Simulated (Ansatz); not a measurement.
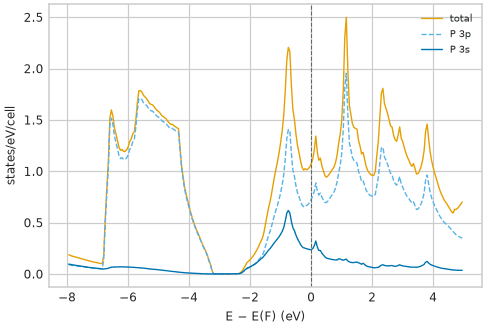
Fig. 1. Total and projected density of states of P (diamond, Fd-3m), the program Ansatz at the PBEsol level (PAW)

### Question
Which orbitals carry the states next to the Fermi level?

### Answer
Within 0.5 eV of the Fermi level: P 3p 67 %, P 3s 23 %, outside the projected shells 10 %. Projections are on Löwdin-orthogonalised atomic valence shells; empty p or d shells of many metals are not among them.

### Question
Where is the tallest occupied peak in this window, and what makes it?

### Answer
Near -0.8 eV, about 2.2 states/eV per cell; the largest projected share is P 3p.

The start of the workflow was typed in or built on a structure type; neither database checked (COD, Materials Project) lists it. It is not the phase usual at ambient conditions (space group No. 64). Symmetry was held in the PBEsol relaxation. At this level the phase is mechanically unstable.

Potentials: the earlier of the program's two PAW sets. The files were generated under PBE; for other functionals the program regenerates the frozen cores, and for LDA and PBEsol the local potential too.
